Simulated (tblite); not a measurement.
## Frequency calculation of C3H10O3Si3

System: C3H10O3Si3.
Method: GFN2-xTB harmonic vibrations, gas phase (tblite 0.8.0).

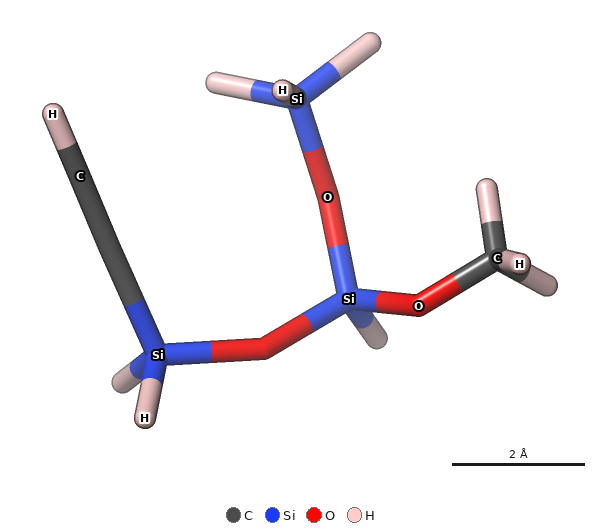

The structure as given in the input (stick view, seen at a tilt).

Results in brief

| quantity | value |
| --- | --- |
| outcome | converged |
| total energy | −792.0276 eV |
| zero-point energy | 74.2730 kcal/mol |
| hardware | 1 CPU thread, shared host |
| wall time | 1.1 s |
| peak memory | 0.24 GiB |

Input file
```
{"job": {"kind": "ir", "xc": "GFN2-xTB", "basis": "xTB"}, "charge": 0, "multiplicity": 1}
C      2.751840    -1.864876     1.009928
C      2.649192    -1.133246     0.060770
Si     2.449499    -0.000837    -1.394207
O      1.003226     0.733774    -1.373304
Si    -0.588632     0.637298    -1.195112
O     -0.955247     1.985104    -0.386384
C     -2.173169     2.259357     0.238148
O     -1.038185    -0.682999    -0.378047
Si    -1.022780    -1.619825     0.940461
H      2.846541    -2.505737     1.839814
H      2.522462    -0.798470    -2.621215
H      3.395678     1.110411    -1.310793
H     -1.231857     0.499894    -2.488302
H     -2.022445     3.100667     0.915315
H     -2.930953     2.523232    -0.503592
H     -2.524538     1.392801     0.804215
H     -2.442101    -1.781243     1.272267
H     -0.306750    -0.971853     2.039242
H     -0.391584    -2.874199     0.538499
```

The first line tells a small driver script what to run in tblite; the rest is the geometry in Å.

Run as:
```bash
OMP_NUM_THREADS=1 python <driver script> task.json out
```

Log
```
mode    cm-1     km/mol
  1      -7.3      0.10
  2      20.6      1.74
  3      39.4      1.24
  4      61.9      0.42
  5      68.9      1.59
  6      96.8      3.52
  7     103.4      1.39
  8     111.1      0.84
  9     132.9      6.04
 10     152.4      1.99
 11     207.8      2.42
 12     224.9     13.89
 13     295.7     28.68
 14     317.8      0.36
 15     348.2     91.47
 16     505.3     71.72
 17     536.1     44.73
 18     597.6     33.23
 19     613.8     16.84
 20     621.5     50.95
 21     630.3     64.59
 22     662.6      6.50
 23     680.1      8.70
 24     685.1     38.31
 25     706.5    109.63
 26     723.4    235.42
 27     751.7    433.18
 28     768.6    205.71
 29     784.2    131.40
 30     794.2    307.37
 31     804.5    311.27
 32     835.0    236.91
 33    1090.9    626.91
 34    1112.1    748.15
 35    1135.4      6.90
 36    1142.3     38.74
 37    1172.5    109.73
 38    1415.2      0.47
 39    1479.1      3.18
 40    1488.1      1.67
 41    2206.8     57.56
 42    2218.5    266.02
 43    2220.8    422.08
 44    2251.3    301.51
 45    2254.2    273.32
 46    2276.2    162.62
 47    2370.3    257.64
 48    2944.0     39.07
 49    2956.2     44.82
 50    2989.3     25.23
 51    3349.4      1.03
```

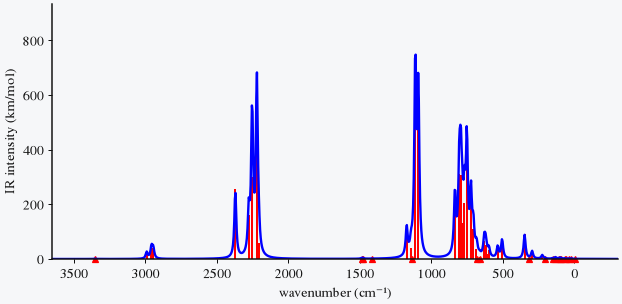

Harmonic infrared spectrum, unscaled: sticks (degenerate modes added up, dark ones marked on the axis) with a Lorentzian envelope of 16 cm⁻¹ full width, scaled to the tallest stick. 51 modes from 7i to 3349 cm⁻¹, none imaginary beyond the noise of the force constants (under 8i cm⁻¹). The strongest line is at 1112 cm⁻¹ (748 km/mol).
